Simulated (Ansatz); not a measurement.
**AlNi (Pm-3m): the Drude term of Re ε in the infrared**

Re ε of AlNi (Pm-3m) at low photon energies is read from one computed spectrum; the carriers' damping was typed as γ = 0.03 eV.

The structure is cubic, space group Pm-3m (No. 221). The conventional cell has a = 2.881 Å, b = 2.881 Å, c = 2.881 Å, α = 90.00°, β = 90.00°, γ = 90.00°. Around Ni on site b lie 8 Al at 2.50 Å. Al on site a has 8 Ni at 2.50 Å as nearest neighbours.

Method: Ansatz 0.2.0, PBE, independent particles, k-mesh 12×12×12 with interpolation inside its cells, Gaussian parameter 0.1 eV.

Launch of the response step: `ansatz run input.yaml --threads 4 --pin off --max-ram 8192MiB --backend cpu --events-out ev --progress --plain --runs-dir out`. The run took 4 s, on 4 threads of Intel(R) Xeon(R) 6975P-C (Granite Rapids) (shared host).

```
photon energy E (eV)  wavelength (µm)    Re ε
                0.25             4.96       ?
                0.30             4.13  -561.4
                0.35             3.54  -414.8
                0.40             3.10  -316.6
                0.50             2.48  -198.2
                0.60             2.07  -133.4
                0.70             1.77   -94.1
```

A Drude term over a constant background gives Re ε = ε_b − ωp²/(E² + γ²), linear in 1/(E² + γ²).

Working, on the rows shown:

| x = 1/(E² + γ²) (eV⁻²) | y = Re ε |
| --- | --- |
| 11.0011 | -561.4 |
| 8.10373 | -414.8 |
| 6.21504 | -316.6 |
| 3.98565 | -198.2 |
| 2.77085 | -133.4 |
| 2.03707 | -94.1 |

Means: x̄ = 5.6856, ȳ = -286.42. Σ(x − x̄)(y − ȳ) = -3086, Σ(x − x̄)² = 59.08. Slope = -3086 / 59.08 = -52.23; intercept = ȳ − slope · x̄ = 10.543. The line misses the rows shown by at most 2.6.

Problem. Fill in the last column of the withheld row.

Solution. At x = 15.773 the line gives y = -813.28. The run gave -797.5, so the extrapolation is off by 16, 2 % of the range in the table.

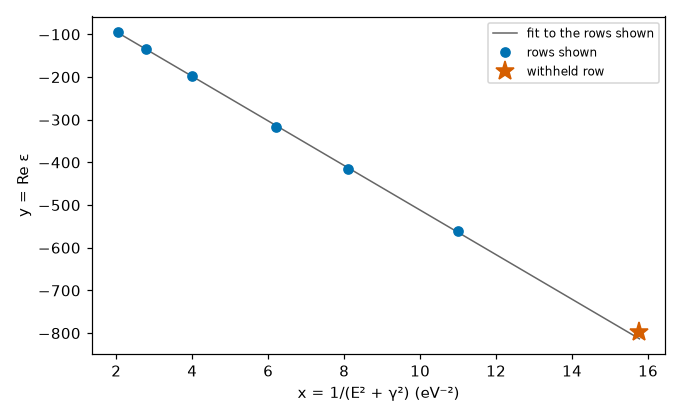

Refitted with all rows, the slope is -51.3 and the intercept 6.1508. These give ωp = √(−slope) = 7.16 eV, against 7.14 eV from the program's Fermi-surface sum, and an intercept of 6.2. Taking the program's Drude term off the rows leaves 7 at the lowest energy and 10 at the highest, so the background isn't constant: interband transitions lie in or near the window, and neither fitted number can be trusted. The cell comes from an older database entry, whose edges can be off by a per cent or so. The values come from a sum over the points of one k-mesh and carry its error, which is largest for Fermi-surface quantities.

[Logs are printed without paths, hosts, clocks, repeated set-up lines and the standing remarks that a program may print on its own settings, such as how far it seeks lower states.]
